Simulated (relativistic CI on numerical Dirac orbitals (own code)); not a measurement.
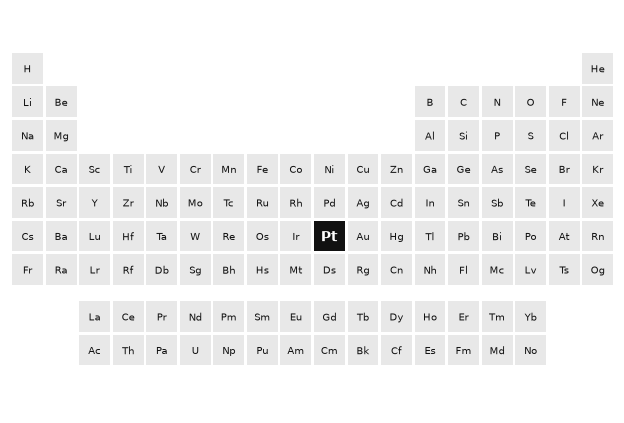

Fig. 1: The place of platinum in the periodic table.

## Relativistic CI calculation for Pt³⁺

System: Pt³⁺.
Method: Dirac-Coulomb-Breit CI, KLI orbitals optimised for each configuration, model QED (radiative potential, 1s self-energy scaled to tabulated hydrogen-like ionisation energies), numerical settings as typed (relativistic CI on numerical Dirac orbitals, in-house).

### Input
```
atom Pt  Z=78  charge=2  electrons=76
nucleus A=195  rms_radius_fm=5.4270
hamiltonian dirac-coulomb  breit=on  qed=on  c_scale=1
orbitals kli  potential=per-configuration
slater_scale 1
correlation none
mixing on
grid step=0.0125 r_max=50.3
scf mixing=0.4 start=green max_iterations=99 tolerance=2e-08 node_fill=0.05
configurations
  [Xe] 4f14 5d7
end
```

Launched within a batch (the task file carries these settings):
```bash
python <driver script> task.json out
```

The program writes its results to a structured record and prints no log; tables and figures of this report are taken from that record.

### Outcome

```tsv
quantity	value
outcome	refused by the program
hardware	1 CPU thread, shared host
```

### Diagnosis

This input holds a deliberate fault: charge. The program refused the input; the driver noted: configuration [Xe] 4f14 5d7 has 75 electrons, the ion has 76.
